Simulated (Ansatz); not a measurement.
## C2H10OSSi2: nudged elastic band (part 1 of 2)

The run: nudged elastic band of C2H10OSSi2. Method and program: RKS PBE/6-31G* (Ansatz 0.2.0).

It belongs to a series of runs on one base structure; here: band between the two ends. Figures and captions count atoms from 1; the log counts them from 0 in places.

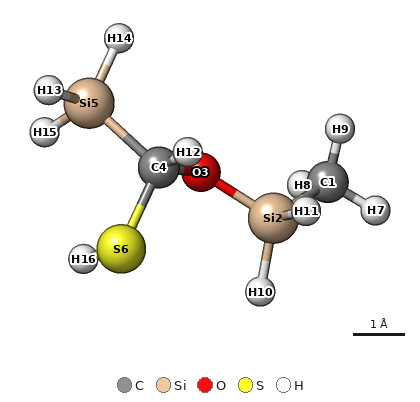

The input geometry (ball-and-stick view, seen at a tilt; atoms are numbered from 1 in the order of the input). Bond lengths as drawn: C–H 1.10 to 1.11 Å, C–O 1.41 Å, C–S 1.86 Å, C–Si 1.88 to 1.92 Å, H–S 1.36 Å, H–Si 1.50 to 1.51 Å and O–Si 1.70 Å.

**The input**
```yaml
crystal:
  periodic: [false, false, false]
  atoms:
    - { symbol: C, position_ang: [-0.014433, -2.909851, 0.345342] }
    - { symbol: Si, position_ang: [0.857262, -1.273579, 0.648137] }
    - { symbol: O, position_ang: [-0.179302, -0.070496, 0.038936] }
    - { symbol: C, position_ang: [0.29544, 1.203798, -0.349948] }
    - { symbol: Si, position_ang: [-1.155739, 2.162554, -1.159193] }
    - { symbol: S, position_ang: [1.043009, 2.208431, 1.028389] }
    - { symbol: H, position_ang: [0.586965, -3.744787, 0.744975] }
    - { symbol: H, position_ang: [-0.996256, -2.929871, 0.847347] }
    - { symbol: H, position_ang: [-0.176205, -3.084756, -0.730914] }
    - { symbol: H, position_ang: [1.121501, -1.091199, 2.114091] }
    - { symbol: H, position_ang: [2.166505, -1.192419, -0.093302] }
    - { symbol: H, position_ang: [1.148298, 1.122187, -1.056633] }
    - { symbol: H, position_ang: [-0.650309, 3.447149, -1.742971] }
    - { symbol: H, position_ang: [-1.791339, 1.339676, -2.241856] }
    - { symbol: H, position_ang: [-2.172301, 2.451822, -0.095376] }
    - { symbol: H, position_ang: [-0.105995, 2.338743, 1.747176] }
basis:
  gaussian: { orbitals: "6-31G*" }
hamiltonian:
  xc: pbe
neb:
  order_check: false
  images: 7
  f_tol: 0.03
  max_iterations: 60
  final_atoms:
    - { symbol: C, position_ang: [0.74733201, -2.49139463, -0.00925777] }
    - { symbol: Si, position_ang: [0.1127702, -1.28320752, 1.29050707] }
    - { symbol: O, position_ang: [-0.64145301, 0.08202761, 0.60529656] }
    - { symbol: C, position_ang: [-0.11224626, 0.78023808, -0.50274985] }
    - { symbol: Si, position_ang: [-1.27733801, 2.25174344, -0.90177624] }
    - { symbol: S, position_ang: [1.63631773, 1.38894766, -0.28632251] }
    - { symbol: H, position_ang: [1.12063747, -3.40216266, 0.49204519] }
    - { symbol: H, position_ang: [-0.050968, -2.79571825, -0.70699489] }
    - { symbol: H, position_ang: [1.58161985, -2.06819653, -0.59305728] }
    - { symbol: H, position_ang: [-0.99013003, -1.89336353, 2.09948404] }
    - { symbol: H, position_ang: [1.22311443, -0.88975016, 2.2203949] }
    - { symbol: H, position_ang: [-0.01026314, 0.12106011, -1.39012197] }
    - { symbol: H, position_ang: [-0.85164973, 2.89265458, -2.18817575] }
    - { symbol: H, position_ang: [-2.69648621, 1.78107708, -1.02618399] }
    - { symbol: H, position_ang: [-1.17729637, 3.24385987, 0.2174706] }
    - { symbol: H, position_ang: [1.36314008, 2.25958685, 0.72364187] }
  initial_path:
    images:
      - { positions_ang: [[-0.014433, -2.909851, 0.345342], [0.857262, -1.273579, 0.648137], [-0.179302, -0.070496, 0.038936], [0.29544, 1.203798, -0.349948], [-1.155739, 2.162554, -1.159193], [1.043009, 2.208431, 1.028389], [0.586965, -3.744787, 0.744975], [-0.996256, -2.929871, 0.847347], [-0.176205, -3.084756, -0.730914], [1.121501, -1.091199, 2.114091], [2.166505, -1.192419, -0.093302], [1.148298, 1.122187, -1.056633], [-0.650309, 3.447149, -1.742971], [-1.791339, 1.339676, -2.241856], [-2.172301, 2.451822, -0.095376], [-0.105995, 2.338743, 1.747176]] }
      - { positions_ang: [[-0.08619292, -2.80531932, 0.27794716], [0.88412932, -1.2733854, 0.66418239], [-0.04585677, 0.01193732, 0.2892713], [0.35838588, 1.22148696, -0.26495175], [-1.1229281, 2.00295852, -1.14695044], [0.97447078, 2.38114987, 0.98944412], [0.47412767, -3.66354067, 0.52205386], [-1.01872805, -2.84282836, 0.83703366], [-0.32712015, -2.82184268, -0.75536199], [1.23083457, -1.27500681, 2.07725416], [2.13436389, -1.16874127, -0.13534826], [1.20899928, 1.12475376, -0.94298767], [-0.69343076, 3.24631257, -1.83033311], [-1.67379411, 1.08367518, -2.14217534], [-2.18758056, 2.30591757, -0.14663992], [-0.13257898, 2.44987476, 1.75176184]] }
      - { positions_ang: [[-0.15795285, -2.70078765, 0.21055232], [0.91099663, -1.27319181, 0.68022778], [0.08758846, 0.09437064, 0.53960659], [0.42133177, 1.23917592, -0.1799555], [-1.09011719, 1.84336304, -1.13470788], [0.90593256, 2.55386873, 0.95049924], [0.36129034, -3.58229433, 0.29913271], [-1.0412001, -2.75578572, 0.82672031], [-0.4780353, -2.55892936, -0.77980999], [1.34016814, -1.45881462, 2.04041731], [2.10222279, -1.14506354, -0.17739452], [1.26970056, 1.12732053, -0.82934233], [-0.73655252, 3.04547615, -1.91769522], [-1.55624921, 0.82767436, -2.04249469], [-2.20286012, 2.16001314, -0.19790383], [-0.15916297, 2.56100653, 1.75634769]] }
      - { positions_ang: [[-0.22971277, -2.59625597, 0.14315748], [0.93786395, -1.27299821, 0.69627318], [0.22103369, 0.17680396, 0.78994189], [0.48427765, 1.25686488, -0.09495925], [-1.05730629, 1.68376756, -1.12246532], [0.83739435, 2.7265876, 0.91155435], [0.24845301, -3.501048, 0.07621157], [-1.06367214, -2.66874308, 0.81640697], [-0.62895044, -2.29601604, -0.80425798], [1.44950171, -1.64262243, 2.00358047], [2.07008168, -1.12138582, -0.21944078], [1.33040184, 1.12988729, -0.715697], [-0.77967428, 2.84463972, -2.00505733], [-1.43870432, 0.57167354, -1.94281403], [-2.21813969, 2.01410871, -0.24916775], [-0.18574695, 2.67213829, 1.76093353]] }
      - { positions_ang: [[-0.30147269, -2.4917243, 0.07576264], [0.96473127, -1.27280461, 0.71231857], [0.35447892, 0.25923728, 1.04027718], [0.54722354, 1.27455383, -0.009963], [-1.02449539, 1.52417208, -1.11022276], [0.76885613, 2.89930647, 0.87260947], [0.13561568, -3.41980167, -0.14670958], [-1.08614419, -2.58170044, 0.80609362], [-0.77986559, -2.03310272, -0.82870598], [1.55883529, -1.82643024, 1.96674363], [2.03794058, -1.09770809, -0.26148704], [1.39110311, 1.13245405, -0.60205166], [-0.82279604, 2.6438033, -2.09241944], [-1.32115943, 0.31567272, -1.84313338], [-2.23341925, 1.86820427, -0.30043166], [-0.21233093, 2.78327005, 1.76551938]] }
      - { positions_ang: [[-0.03927152, -2.49164188, 0.05450754], [0.751741, -1.27540534, 0.85686569], [0.10549594, 0.21493487, 0.93153203], [0.38235609, 1.1509749, -0.13315971], [-1.08770604, 1.70606492, -1.05811113], [0.98572153, 2.52171676, 0.58287648], [0.38187113, -3.41539192, 0.01297911], [-0.82735014, -2.63520489, 0.42782149], [-0.18949423, -2.04187618, -0.7697938], [0.92159396, -1.84316356, 1.99992873], [1.83423404, -1.04571861, 0.35898345], [1.04076155, 0.87960557, -0.79906924], [-0.83000947, 2.70601612, -2.11635852], [-1.66499112, 0.68202381, -1.63889603], [-1.96938853, 2.21211817, -0.1709561], [0.18153682, 2.65234925, 1.50505]] }
      - { positions_ang: [[0.22292966, -2.49155947, 0.03325244], [0.53875073, -1.27800606, 1.00141282], [-0.14348704, 0.17063245, 0.82278687], [0.21748864, 1.02739596, -0.25635642], [-1.1509167, 1.88795776, -1.0059995], [1.20258693, 2.14412706, 0.29314348], [0.62812658, -3.41098217, 0.17266781], [-0.5685561, -2.68870934, 0.04954937], [0.40087713, -2.05064963, -0.71088163], [0.28435263, -1.85989688, 2.03311383], [1.6305275, -0.99372912, 0.97945393], [0.69041999, 0.62675708, -0.99608681], [-0.83722289, 2.76822894, -2.14029759], [-2.00882282, 1.0483749, -1.43465868], [-1.70535781, 2.55603207, -0.04148053], [0.57540457, 2.52142845, 1.24458063]] }
      - { positions_ang: [[0.48513083, -2.49147705, 0.01199734], [0.32576046, -1.28060679, 1.14595995], [-0.39247003, 0.12633003, 0.71404171], [0.05262119, 0.90381702, -0.37955313], [-1.21412735, 2.0698506, -0.95388787], [1.41945233, 1.76653736, 0.00341049], [0.87438202, -3.40657241, 0.3323565], [-0.30976205, -2.74221379, -0.32872276], [0.99124849, -2.05942308, -0.65196945], [-0.3528887, -1.87663021, 2.06629894], [1.42682097, -0.94173964, 1.59992442], [0.34007843, 0.3739086, -1.19310439], [-0.84443631, 2.83044176, -2.16423667], [-2.35265452, 1.41472599, -1.23042134], [-1.44132709, 2.89994597, 0.08799503], [0.96927233, 2.39050765, 0.98411125]] }
      - { positions_ang: [[0.74733201, -2.49139463, -0.00925777], [0.1127702, -1.28320752, 1.29050707], [-0.64145301, 0.08202761, 0.60529656], [-0.11224626, 0.78023808, -0.50274985], [-1.27733801, 2.25174344, -0.90177624], [1.63631773, 1.38894766, -0.28632251], [1.12063747, -3.40216266, 0.49204519], [-0.050968, -2.79571825, -0.70699489], [1.58161985, -2.06819653, -0.59305728], [-0.99013003, -1.89336353, 2.09948404], [1.22311443, -0.88975016, 2.2203949], [-0.01026314, 0.12106011, -1.39012197], [-0.85164973, 2.89265458, -2.18817575], [-2.69648621, 1.78107708, -1.02618399], [-1.17729637, 3.24385987, 0.2174706], [1.36314008, 2.25958685, 0.72364187]] }
```

Machine: 2 threads of Intel Xeon (Granite Rapids), 16 GiB of memory available, shared host.

Command:
```bash
ansatz run input.yaml --threads 2 --pin off --max-ram 3072MiB --backend cpu --events-out ev --progress --plain --runs-dir out
```

**What the program printed**
```
Engine: ansatz 0.2.0, x86_64-unknown-linux-gnu
Functional definition: PBE
  parameter kappa = 0.804
  parameter beta = 0.06672455060314922
  exchange = pbe_x(kappa = kappa, mu = beta*pi^2/3)
  correlation = pbe_c(beta = beta)
1539 factors; their error is unknown
mean field evaluation 1: about -30845.5160 eV, gradient 6.7e1 eV
mean field evaluation 2: about -30815.3734 eV, gradient 1.3e2 eV
mean field evaluation 4: about -30855.3228 eV, gradient 8.6e0 eV
mean field evaluation 8: about -30855.4867 eV, gradient 2.0e-1 eV
mean field evaluation 16: about -30855.3665 eV, gradient 4.0e-4 eV
mean field -30855.36647951 eV, -1133.9138036033 hartree, gradient 4.3e-5 eV, S^2 0.000000; 0 other end points of the search recorded, 0 dependent functions left out
the calculation of the forces begins
reference -30855.36652370 eV, -1133.9138052275 hartree; 37, 37 occupied and 85, 85 virtual orbitals, 1539 factors
1539 factors; their error is unknown
mean field evaluation 32: about -30855.3507 eV, gradient 4.2e-3 eV
mean field -30855.35069267 eV, -1133.9132234479 hartree, gradient 6.0e-5 eV, S^2 0.000000; 0 other end points of the search recorded, 0 dependent functions left out
[... from here on the field's lines of each further geometry are left out, up to the last ...]
NEB iter   1: max|band force component| = 2.218e1 eV/Å  barrier→ = 12.8877 eV  barrier← = 12.8719 eV  Δτ_max = 0.2000 Å  (254 SCF iters)
NEB iter   2: max|band force component| = 6.794e0 eV/Å  barrier→ = 3.2431 eV  barrier← = 3.2273 eV  Δτ_max = 0.2000 Å  (218 SCF iters)
NEB iter   3: max|band force component| = 2.489e0 eV/Å  barrier→ = 0.7147 eV  barrier← = 0.6990 eV  Δτ_max = 0.1988 Å  (215 SCF iters)
NEB iter   4: max|band force component| = 1.418e0 eV/Å  barrier→ = 0.3686 eV  barrier← = 0.3528 eV  Δτ_max = 0.1993 Å  (210 SCF iters)
NEB iter   5: max|band force component| = 1.190e0 eV/Å  barrier→ = 0.3357 eV  barrier← = 0.3200 eV  Δτ_max = 0.2000 Å  (208 SCF iters)
NEB iter   6: max|band force component| = 9.793e-1 eV/Å  barrier→ = 0.3033 eV  barrier← = 0.2875 eV  Δτ_max = 0.2000 Å  (203 SCF iters)
NEB iter   7: max|band force component| = 8.304e-1 eV/Å  barrier→ = 0.2703 eV  barrier← = 0.2545 eV  Δτ_max = 0.2000 Å  (202 SCF iters)
NEB iter   8: max|band force component| = 5.955e-1 eV/Å  barrier→ = 0.1999 eV  barrier← = 0.1841 eV  Δτ_max = 0.2000 Å  (205 SCF iters)
NEB iter   9: max|band force component| = 2.595e-1 eV/Å  barrier→ = 0.1511 eV  barrier← = 0.1353 eV  CI = image 4  Δτ_max = 0.1983 Å  (199 SCF iters)
NEB iter  10: max|band force component| = 1.334e-1 eV/Å  barrier→ = 0.0939 eV  barrier← = 0.0781 eV  CI = image 4  Δτ_max = 0.2000 Å  (208 SCF iters)
NEB iter  11: max|band force component| = 1.794e-1 eV/Å  barrier→ = 0.0752 eV  barrier← = 0.0594 eV  CI = image 4  Δτ_max = 0.0997 Å  (205 SCF iters)
NEB iter  12: max|band force component| = 1.120e-1 eV/Å  barrier→ = 0.0664 eV  barrier← = 0.0507 eV  CI = image 4  Δτ_max = 0.1977 Å  (209 SCF iters)
NEB iter  13: max|band force component| = 1.036e-1 eV/Å  barrier→ = 0.0543 eV  barrier← = 0.0386 eV  CI = image 4  Δτ_max = 0.1982 Å  (208 SCF iters)
NEB iter  14: max|band force component| = 1.814e-1 eV/Å  barrier→ = 0.0501 eV  barrier← = 0.0343 eV  CI = image 3  Δτ_max = 0.0556 Å  (208 SCF iters)
NEB iter  15: max|band force component| = 9.844e-2 eV/Å  barrier→ = 0.0498 eV  barrier← = 0.0340 eV  CI = image 3  Δτ_max = 0.0416 Å  (205 SCF iters)
NEB iter  16: max|band force component| = 3.097e-2 eV/Å  barrier→ = 0.0493 eV  barrier← = 0.0335 eV  CI = image 3  Δτ_max = 0.0317 Å  (192 SCF iters)
the calculation of the forces begins
reference -30855.34393442 eV, -1133.9129750866 hartree; 37, 37 occupied and 85, 85 virtual orbitals, 1539 factors
1539 factors; their error is unknown
mean field evaluation 1088: about -30855.3175 eV, gradient 4.5e-4 eV
mean field -30855.31748051 eV, -1133.9120029233 hartree, gradient 2.6e-5 eV, S^2 0.000000; 1 other end points of the search recorded, 0 dependent functions left out
the calculation of the forces begins
reference -30855.31752486 eV, -1133.9120045531 hartree; 37, 37 occupied and 85, 85 virtual orbitals, 1539 factors
NEB iter  17: max|band force component| = 2.014e-2 eV/Å  barrier→ = 0.0490 eV  barrier← = 0.0332 eV  CI = image 3  Δτ_max = 0.0000 Å  (400 SCF iters)
```

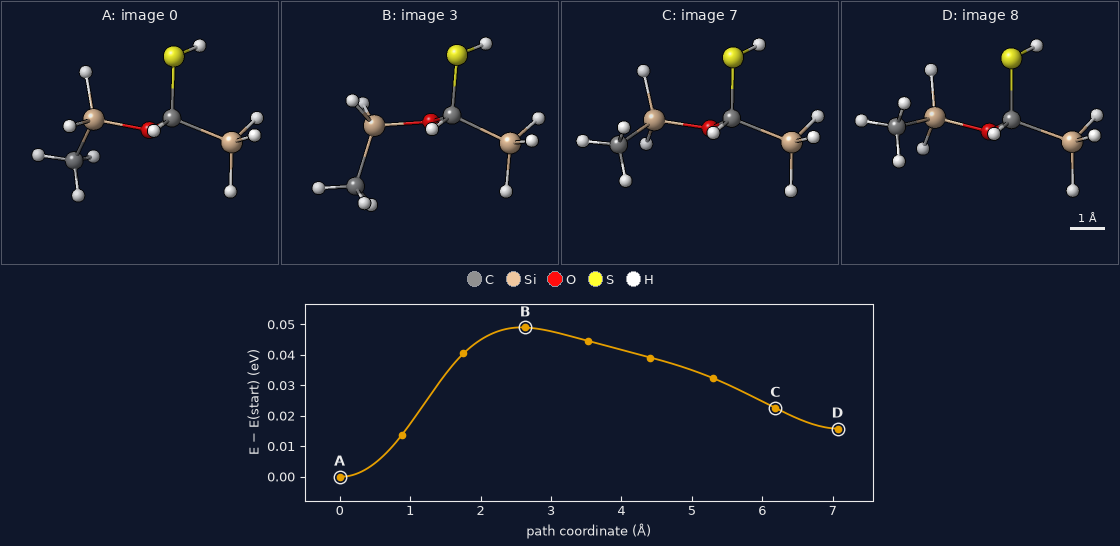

Images of the last band (counted from 0; ball-and-stick, seen at a tilt) above the energy along the path; the line is a cubic interpolation that uses the forces. The highest image is number 3, 0.049 eV above the start and 0.033 eV above the end (the climbing image); the end lies 0.016 eV above the start. The path is 7.07 Å long. The band converged in 17 iterations.
